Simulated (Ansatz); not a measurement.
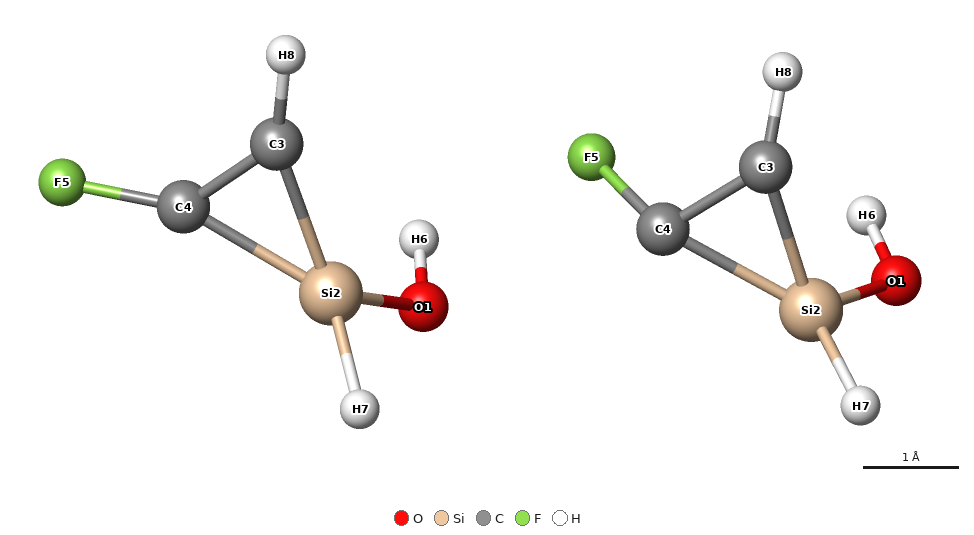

Two geometries of C₂H₃FOSi, drawn at one scale. One is the start of a relaxation, the other its converged end. A ball-and-stick model, seen from a free direction.

The calculation used RKS PBE0-D4/def2-SVP (Ansatz 0.2.0). Set-up: no spin polarisation; force threshold 0.015 eV/Å; at most 40 steps.

Which geometry has the lower energy?

Answer. The left one is the relaxed one. The run prepares an end point of a later path (torsion) calculation, from a guessed geometry. The energy falls by 1.686 eV in 10 geometry steps. The largest force component goes from 3.6 to 0.0012 eV/Å. The largest move after the best rigid fit is that of F5, 0.67 Å. Largest moves by element: F 0.67 Å, H 0.49 Å, C 0.33 Å, O 0.33 Å, Si 0.19 Å. Some distances before and after: C3–H8 1.017 → 1.094 Å, O1–Si2 1.582 → 1.655 Å, C4–F5 1.367 → 1.318 Å, Si2–C3 1.782 → 1.823 Å. Among the angles between lasting bonds that change: Si2–C4–F5 130.2° → 157.4°, C3–C4–F5 114.9° → 133.5°, O1–Si2–C3 111.1° → 125.2°.
